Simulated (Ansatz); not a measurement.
**HF/DZP (Dunning-Hay) (sfX2C, accuracy low, start density atoms) run of C3H11AlO (SMILES C[Al-](C)(C)[OH2+])**

Aim: the energy difference between two shapes of C3H11AlO at HF/DZP (Dunning-Hay) (sfX2C, accuracy low, start density atoms), from 2 runs. 

The results are computed with Ansatz 0.2.0.

8 further runs of the same task are left out: 1 for a known fault of the program, 2 that didn't finish, 5 set aside as unsound or not needed. Runs told in other sessions of the task aren't counted.

### 1 The structure to begin with

The species is C3H11AlO (16 atoms), meant as a singlet with charge 0. SMILES: `C[Al-](C)(C)[OH2+]`. Geometry: relaxed at PBE0-D4/def2-TZVP. This is one conformer, not always the lowest.

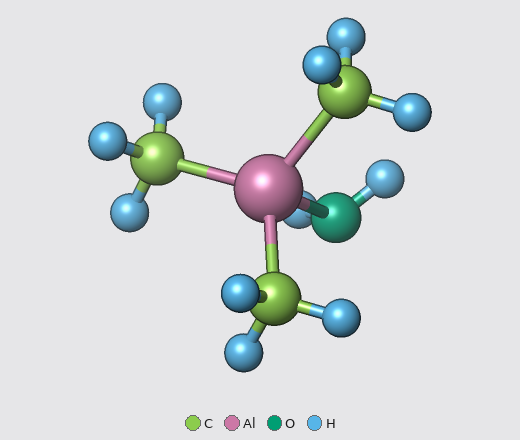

Viewed from a chosen angle; carbon green, aluminium pink, oxygen teal, hydrogen blue.

### 2 Energy and gradient at HF/DZP (Dunning-Hay) (sfX2C, accuracy low, start density atoms)

File in.yaml:

```yaml
crystal:
  periodic: [false, false, false]
  atoms:
    - {symbol: C, position_ang: [-0.637980, 0.723110, -1.712710]}
    - {symbol: Al, position_ang: [0.085580, -0.140530, -0.085580]}
    - {symbol: C, position_ang: [1.698930, 0.654370, 0.740480]}
    - {symbol: C, position_ang: [-0.210750, -2.071140, 0.142530]}
    - {symbol: O, position_ang: [-1.268240, 0.678630, 1.227590]}
    - {symbol: H, position_ang: [-0.585750, 1.818080, -1.686750]}
    - {symbol: H, position_ang: [-0.069050, 0.414640, -2.597260]}
    - {symbol: H, position_ang: [-1.679210, 0.445600, -1.917720]}
    - {symbol: H, position_ang: [1.843550, 0.343900, 1.782560]}
    - {symbol: H, position_ang: [1.707300, 1.750610, 0.717030]}
    - {symbol: H, position_ang: [2.601530, 0.334090, 0.207600]}
    - {symbol: H, position_ang: [-0.016600, -2.405220, 1.167190]}
    - {symbol: H, position_ang: [0.454110, -2.651670, -0.507280]}
    - {symbol: H, position_ang: [-1.233710, -2.369370, -0.110180]}
    - {symbol: H, position_ang: [-0.808840, 1.221910, 1.877580]}
    - {symbol: H, position_ang: [-1.880870, 1.252980, 0.754900]}
basis:
  gaussian:
    orbitals: DZP__Dunning-Hay_.json
hamiltonian:
  xc: hf
  pseudopotentials: {relativity: scalar}
accuracy: low
output: {forces: true, orbitals: {seedname: orbitals}}
```

The basis set DZP (Dunning-Hay) is read from a file made from the Basis Set Exchange's data (not shown).

On the command line:

```
$ ansatz run in.yaml --threads 1 --pin off --max-ram 3480MiB --events-out events.jsonl --progress --plain --runs-dir runs
```

Output, cut to the lines that bear on the results:

```text
Warning: RAYON_NUM_THREADS=1 ignored (pool sized by the plan → 1); use --threads N
Functional definition: HF
  name "HF"
[...]
1244 factors; integrals over basis functions are off by at most 1.3e-3 eV
[...]
mean field -11901.27153432 eV, -437.3636619147 hartree, gradient 1.1e-5 eV, S^2 0.000000; 0 other end points of the search recorded, 0 dependent functions left out
[...]
reference -11901.27153432 eV, -437.3636619147 hartree; 25, 25 occupied and 113, 113 virtual orbitals, 1244 factors
Total energy: -11901.27153432 eV, -437.3636619147 hartree
Relativity: scalar
Atom 0 at    -0.637980     0.723110    -1.712710 Å, force    -0.066261     0.100677    -0.316809 eV/Å
Atom 1 at     0.085580    -0.140530    -0.085580 Å, force    -0.021389    -0.073145     0.017417 eV/Å
Atom 2 at     1.698930     0.654370     0.740480 Å, force     0.315262     0.089493     0.084915 eV/Å
Atom 3 at    -0.210750    -2.071140     0.142530 Å, force    -0.009920    -0.321152     0.000381 eV/Å
Atom 4 at    -1.268240     0.678630     1.227590 Å, force    -0.097913     1.191907     0.129236 eV/Å
Atom 5 at    -0.585750     1.818080    -1.686750 Å, force    -0.030373    -0.166360    -0.030492 eV/Å
Atom 6 at    -0.069050     0.414640    -2.597260 Å, force    -0.112344     0.077348     0.125118 eV/Å
Atom 7 at    -1.679210     0.445600    -1.917720 Å, force     0.162416     0.069873     0.019985 eV/Å
Atom 8 at     1.843550     0.343900     1.782560 Å, force    -0.009747     0.074603    -0.161263 eV/Å
Atom 9 at     1.707300     1.750610     0.717030 Å, force     0.024095    -0.168104     0.027438 eV/Å
Atom 10 at     2.601530     0.334090     0.207600 Å, force    -0.128178     0.078061     0.107660 eV/Å
Atom 11 at    -0.016600    -2.405220     1.167190 Å, force    -0.045646     0.024524    -0.172688 eV/Å
Atom 12 at     0.454110    -2.651670    -0.507280 Å, force    -0.121213     0.049207     0.116953 eV/Å
Atom 13 at    -1.233710    -2.369370    -0.110180 Å, force     0.171086     0.018415     0.054653 eV/Å
Atom 14 at    -0.808840     1.221910     1.877580 Å, force    -0.476800    -0.509400    -0.484064 eV/Å
Atom 15 at    -1.880870     1.252980     0.754900 Å, force     0.446924    -0.535948     0.481561 eV/Å
Dipole moment:    -0.448487     0.622483     0.444720 e Å
```

Wall time 3.9 s (1 thread of Arm Neoverse V2, shared host); peak memory 0.24 GiB.

### 3 The distorted shape at the same level

File in.yaml:

```yaml
crystal:
  periodic: [false, false, false]
  atoms:
    - {symbol: C, position_ang: [-0.547037, 0.824383, -1.548469]}
    - {symbol: Al, position_ang: [-0.090897, -0.044944, -0.225400]}
    - {symbol: C, position_ang: [1.733119, 0.565741, 0.617822]}
    - {symbol: C, position_ang: [-0.119476, -2.148602, -0.002854]}
    - {symbol: O, position_ang: [-1.145284, 0.709803, 1.370866]}
    - {symbol: H, position_ang: [-0.605914, 1.769214, -1.528523]}
    - {symbol: H, position_ang: [-0.029541, 0.427239, -2.750327]}
    - {symbol: H, position_ang: [-1.598692, 0.347525, -2.007461]}
    - {symbol: H, position_ang: [1.841601, 0.358060, 1.763218]}
    - {symbol: H, position_ang: [1.688379, 1.649546, 0.547682]}
    - {symbol: H, position_ang: [2.640038, 0.407966, 0.172820]}
    - {symbol: H, position_ang: [0.037268, -2.474670, 1.105574]}
    - {symbol: H, position_ang: [0.477967, -2.697753, -0.541068]}
    - {symbol: H, position_ang: [-1.218940, -2.398251, -0.145918]}
    - {symbol: H, position_ang: [-0.802723, 1.230713, 2.082947]}
    - {symbol: H, position_ang: [-2.054350, 1.346638, 0.857768]}
basis:
  gaussian:
    orbitals: DZP__Dunning-Hay_.json
hamiltonian:
  xc: hf
  pseudopotentials: {relativity: scalar}
accuracy: low
output: {forces: true, orbitals: {seedname: orbitals}}
```

The basis set DZP (Dunning-Hay) is read from a file made from the Basis Set Exchange's data (not shown).

On the command line:

```
$ ansatz run in.yaml --threads 1 --pin off --max-ram 3480MiB --events-out events.jsonl --progress --plain --runs-dir runs
```

Output, cut to the lines that bear on the results:

```text
Warning: RAYON_NUM_THREADS=1 ignored (pool sized by the plan → 1); use --threads N
[... 2 set-up lines as earlier in the session ...]
[...]
1241 factors; integrals over basis functions are off by at most 1.3e-3 eV
[...]
mean field -11895.52951548 eV, -437.1526466143 hartree, gradient 2.5e-5 eV, S^2 0.000000; 0 other end points of the search recorded, 0 dependent functions left out
[...]
reference -11895.52951548 eV, -437.1526466143 hartree; 25, 25 occupied and 113, 113 virtual orbitals, 1241 factors
Total energy: -11895.52951548 eV, -437.1526466143 hartree
Relativity: scalar
Atom 0 at    -0.547037     0.824383    -1.548469 Å, force    -4.490806    -5.623262   -13.488718 eV/Å
Atom 1 at    -0.090897    -0.044944    -0.225400 Å, force     6.278346    -7.032563     8.849952 eV/Å
Atom 2 at     1.733119     0.565741     0.617822 Å, force    -3.136331     0.868569     2.781955 eV/Å
[...]
Atom 6 at    -0.029541     0.427239    -2.750327 Å, force    -0.801068     1.636446     4.397849 eV/Å
Atom 7 at    -1.598692     0.347525    -2.007461 Å, force     2.074198     1.759260     1.785643 eV/Å
Atom 8 at     1.841601     0.358060     1.763218 Å, force    -0.138259     0.147219    -2.121813 eV/Å
Atom 9 at     1.688379     1.649546     0.547682 Å, force    -0.166208     0.660056     0.289322 eV/Å
Atom 10 at     2.640038     0.407966     0.172820 Å, force     2.392066    -1.277262    -1.250117 eV/Å
Atom 11 at     0.037268    -2.474670     1.105574 Å, force    -0.031591     0.925879    -1.924100 eV/Å
Atom 12 at     0.477967    -2.697753    -0.541068 Å, force     3.197130    -3.049070    -3.455515 eV/Å
Atom 13 at    -1.218940    -2.398251    -0.145918 Å, force     1.358993    -0.403199    -0.296109 eV/Å
Atom 14 at    -0.802723     1.230713     2.082947 Å, force     0.243369     0.156030     0.018550 eV/Å
Atom 15 at    -2.054350     1.346638     0.857768 Å, force     5.090858    -3.462193     3.277937 eV/Å
Dipole moment:    -0.966849     0.889426     0.254205 e Å
```

Run time: 3.9 s. Hardware: 1 thread of Arm Neoverse V2, shared host; peak memory 0.24 GiB.

### 4 Results

Level: HF/DZP (Dunning-Hay) (sfX2C, accuracy low, start density atoms).

| quantity | value |
| --- | --- |
| first shape: total energy | -437.36366 Eh |
| first shape: dipole moment | 4.26 D |
| first shape: HOMO energy | -9.91 eV |
| first shape: LUMO energy | 4.26 eV |
| first shape: HOMO–LUMO gap | 14.16 eV |
| first shape: largest force on an atom | 1.203 eV/Å |
| distorted shape: total energy | -437.15265 Eh |
| distorted shape: dipole moment | 6.43 D |
| distorted shape: HOMO energy | -8.66 eV |
| distorted shape: LUMO energy | 2.28 eV |
| distorted shape: HOMO–LUMO gap | 10.94 eV |
| distorted shape: largest force on an atom | 15.288 eV/Å |
| energy change with the atoms displaced | 5.742 eV |

**Reading.** With the atoms displaced the energy rises by 5.74 eV (132 kcal/mol). The first shape isn't relaxed at this level, so the change isn't measured from a minimum. The largest force (first shape) is 1.20 eV/Å: the shape isn't a stationary point for this species at this level. Mulliken charges (first shape) run from -0.88 on C3 to +1.41 on Al2; they depend strongly on the basis. The accuracy setting (first shape) is loose, so the last digits carry no meaning. The accuracy setting (distorted shape) is loose, so the last digits carry no meaning.
